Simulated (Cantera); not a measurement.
A closed system holds: 1 mol Si₂H₆, 0.48 mol NO, 64 mol N₂, held at 1523.15 K.

These are equilibrium values from Cantera (NASA tables, ideal gas, pure condensed phases), not measurements of a reactor. Candidate condensed phases: H₂O, Si, SiO₂, Si₂N₂O, Si₃N₄; 35 gas species. The feed counts by its element totals alone. Mutual solubility and eutectic melting of coexisting phases are not modelled. Kinetics and transport are ignored.

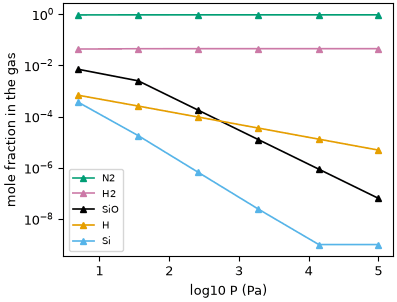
Figure: Equilibrium gas composition (values under 1e-9 drawn at 1e-9)

At 5.00 Pa the condensed part is Si(s). From 36.0 Pa to 1.00 bar the condensed part is Si₂N₂O(s) + Si₃N₄(s). The main Si-bearing gas is SiO throughout.
